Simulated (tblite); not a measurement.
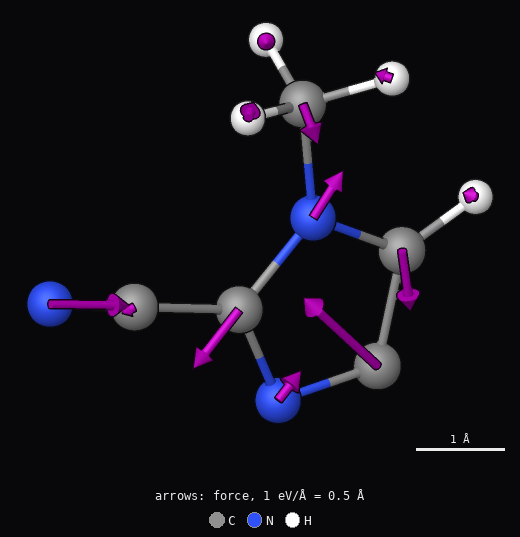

Starting geometry of C5H4N3 (multiplicity 2) with the computed forces as purple arrows. A ball-and-stick model, seen at a tilt.

Level of theory: tblite 0.8.0, GFN2-xTB geometry optimisation, gas phase. 

### What follows when this structure is relaxed?

It isn't relaxed: the largest force vector, on a C atom, is 3.10 eV/Å. The final displacements follow the starting forces only in part (cosine between the two patterns 0.64). Over 34 geometry steps the energy falls by 24.6 kJ/mol. The atom that moves furthest after the best rigid fit is a C atom (0.074 Å). Largest moves by element: C 0.074 Å, N 0.068 Å, H 0.060 Å. Near-neighbour distances that change, for instance: C–C 1.449 → 1.399 Å, C–C 1.407 → 1.366 Å, C–N 1.345 → 1.313 Å, C–N 1.466 → 1.437 Å. Among the angles between lasting bonds that change: C–C–H 126.8° → 132.4°, H–C–H 113.9° → 108.8°, C–C–N 107.6° → 112.1°. The run took 0.12 s on 1 thread of Arm Neoverse V2, on a shared host.
